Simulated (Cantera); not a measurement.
Feed: 1 mol Al2O3, 65 mol HCl, 0.89 mol N2, held at 600 Torr.

Cantera equilibrium calculation (NASA polynomials, part measured and part estimated; ideal gas, pure solids and liquids). Candidate condensed phases: Al, AlCl3, AlN, Al2O3, H2O, NH4Cl; 45 gas species. Rates play no part.

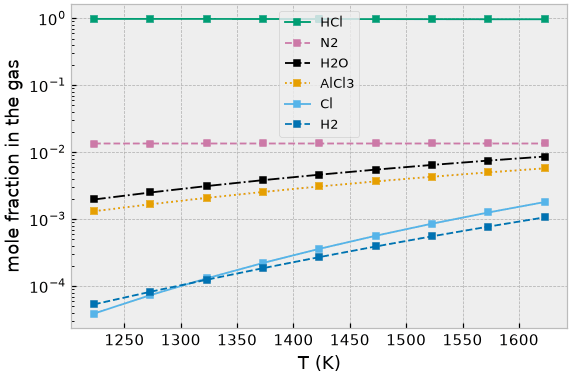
Figure: Equilibrium gas composition (values under 1e-9 drawn at 1e-9)

Task: Read off the mole fractions at 1473 K.

Result: HCl about 0.98, N2 about 0.014, H2O about 0.0055, AlCl3 about 0.0037, Cl about 0.00057, H2 about 0.00039.
